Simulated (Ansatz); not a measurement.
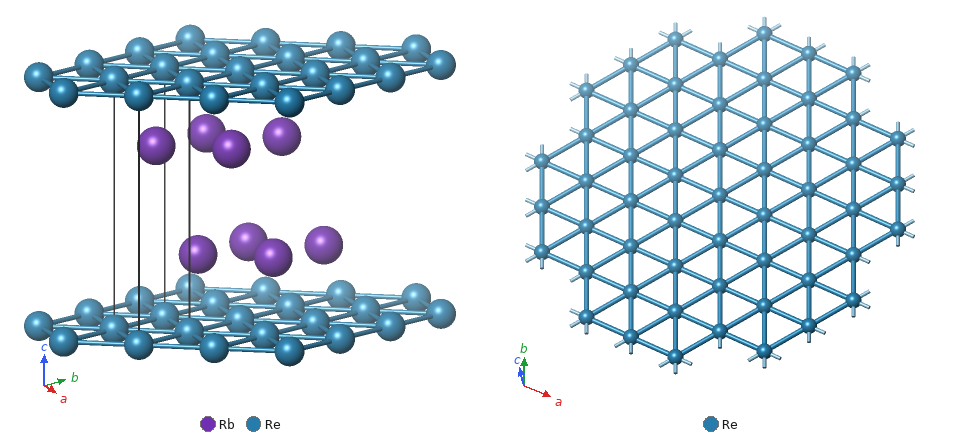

Left: the structure. Right: its underlying net. Nodes are coloured by element. One layer is drawn. Edges to nodes outside the piece are drawn as stubs.

Rb2Re (space group P-3m1, No. 164): the end point of a relaxation with Ansatz, DFT PBE, scalar-relativistic, plane waves, PAW; the starting structure was generated, so it need not be a known form of this composition.

Bonds are taken as Re–Re below 3.5 Å; Rb is left out of the net, as the electropositive filling of the structure; no other contact counts. The graph is simplified in the usual way: terminal and isolated atoms are pruned, two-connected atoms become edges.

The result is a uninodal 6-connected, two-periodic (layers) net: Re is a 6-connected node. It is the hxl net, known from the triangular lattice. The layers lie parallel to (001).

```json
{"node": "Re", "links": "6", "point symbol": "3⁶·4⁶·5³", "coordination sequence": "6 12 18 24 30 36 42 48 54 60"}
```
